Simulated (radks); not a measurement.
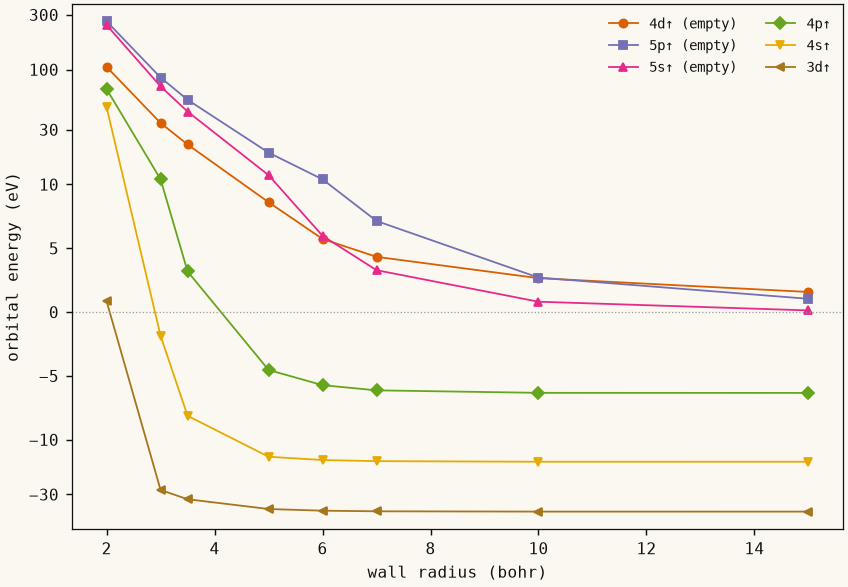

Atomic arsenic (As); electrons: [Ar] 3d10 4s2 4p3 (high spin). It is put inside a hard spherical wall of varying radius. Level of theory: non-relativistic Kohn-Sham, r2SCAN, spin-polarised, spherical densities, point nucleus. Computed with the in-house radial solver radks. The plot shows the outer orbital energies (spin up), on a scale that is linear within ±10 eV and logarithmic beyond.

Question: How do the levels move, and do any cross?

Answer: The levels rise as the wall closes in: 4p↑ goes from −6.34 eV at 15 bohr to 67.5 eV at 2 bohr and passes zero between 5 and 3.5 bohr. On compression 4d↑ drops below 5p↑ between 15 and 10 bohr and 4d↑ drops below 5s↑ between 7 and 6 bohr; in each crossing pair the level of higher l rises less. The fastest to rise is 5p↑ (by 261.6 eV), the slowest 3d↑ (by 43.2 eV): the wall presses hardest on the most extended orbitals.
